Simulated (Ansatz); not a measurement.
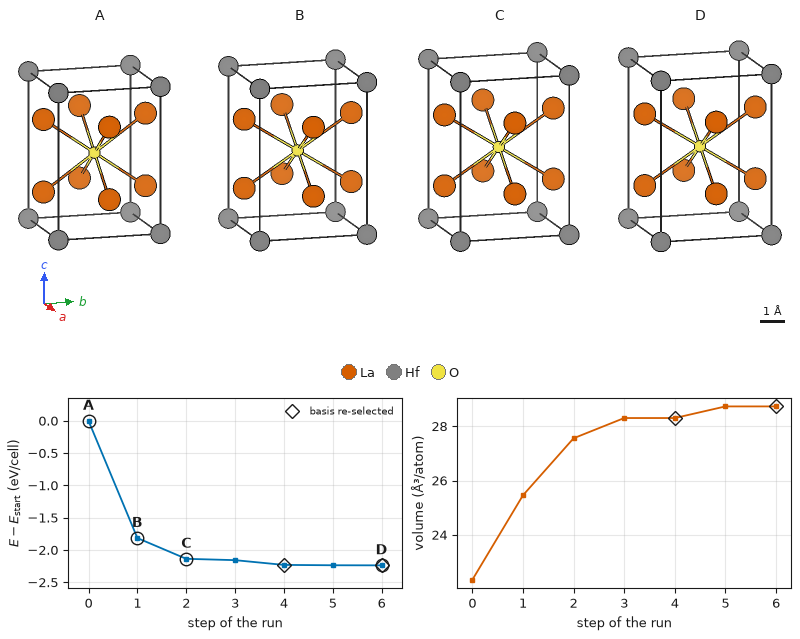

Frames of a relaxation of crystalline La$_{4}$HfO (a generated structure, set up in P4/mmm) (coarse preliminary run), marked on the history of the run. The picture is a ball-and-stick view of the cell of the calculation, seen slightly off an axis.

Theory: Ansatz, DFT PBE, scalar-relativistic, plane waves, PAW.

The input:
```yaml
crystal:
  lattice:
    - [4.55827757, 0.0, 0.0]
    - [0.0, 4.55827757, 0.0]
    - [0.0, 0.0, 6.45282255]
  atoms:
    - { symbol: La, position: [0.5, 0.0, 0.74646699] }
    - { symbol: La, position: [0.0, 0.5, 0.25353301] }
    - { symbol: La, position: [0.5, 0.0, 0.25353301] }
    - { symbol: La, position: [0.0, 0.5, 0.74646699] }
    - { symbol: Hf, position: [0.0, 0.0, 0.0] }
    - { symbol: O, position: [0.5, 0.5, 0.5] }
basis:
  ecutwfc: 420
kpoints:
  mp_grid: { grid: [4, 4, 4] }
hamiltonian:
  xc: pbe
scf:
  occupations: { method: gaussian, width: 0.1 }
  lower_state_search: "off"
output:
  forces: true
  stress: true
  eigenvalues: true
relax:
  adjacent_minimum: "off"
  f_tol: 0.04
  max_steps: 70
  cell: { stress_tol: 0.4 }
```

Launched with:
```bash
ansatz run input.yaml --threads 1 --pin off --max-ram 2560MiB --backend cpu --events-out ev --progress --plain --runs-dir out
```

Question: Describe the path.

Answer: The energy falls by 2.236 eV per cell of the calculation in 4 accepted moves (6 points after the start). Largest force component: 1.7 eV/Å at the start, 0.0014 eV/Å at the end. The pressure goes from 17.89 to 0.10 GPa. The SCF was repeated twice at an unchanged geometry on a basis and grid sized afresh for the cell, which shifted the energy by 73.7 meV per cell of the calculation at most. The largest moves relative to the cell, 0.17 Å, are those of La1, La2, La3 and La4. La1 goes along −c. O and Hf stay in place. The drawn cell changes as follows: a = b 4.558 → 4.940 Å (+8.4 %), c 6.453 → 7.064 Å (+9.5 %); the volume changes by +28.6 %. Some distances before and after: La1–La3 3.272 → 3.920 Å, La1–Hf5 2.806 → 3.153 Å, La1–La4 3.223 → 3.493 Å, La1–O6 2.779 → 2.928 Å. Bond angles that change, for instance: O6–La2–O6 110.2° → 115.1°. The space group stays P4/mmm (No. 123). The run took 35 s on 1 thread of AMD EPYC 9R45 96-Core Processor (Zen 5), on a shared host, peak memory 0.55 GiB. From step 0 to 1: La atoms move most (0.13 Å), volume +13.9 %, energy −1.814 eV per cell of the calculation. From step 1 to 2: La atoms move most (0.03 Å), volume +8.3 %, energy −0.321 eV per cell of the calculation. From step 2 to 6: volume +4.3 %, energy −0.101 eV per cell of the calculation.

| step | E − E(0), meV/atom | largest force component, eV/Å | pressure, GPa | volume, Å³/atom | note |
| --- | --- | --- | --- | --- | --- |
| 0 | 0.00 | 1.6651 | 17.89 | 22.346 |  |
| 1 | -302.31 | 0.1383 | 6.38 | 25.458 |  |
| 2 | -355.86 | 0.0206 | 1.51 | 27.558 |  |
| 3 | -359.32 | 0.0068 | 0.15 | 28.304 |  |
| 4 | -371.60 | 0.0064 | 0.75 | 28.304 | same geometry, new basis |
| 5 | -372.49 | 0.0010 | 0.10 | 28.731 |  |
| 6 | -372.73 | 0.0014 | 0.10 | 28.731 | same geometry, new basis |
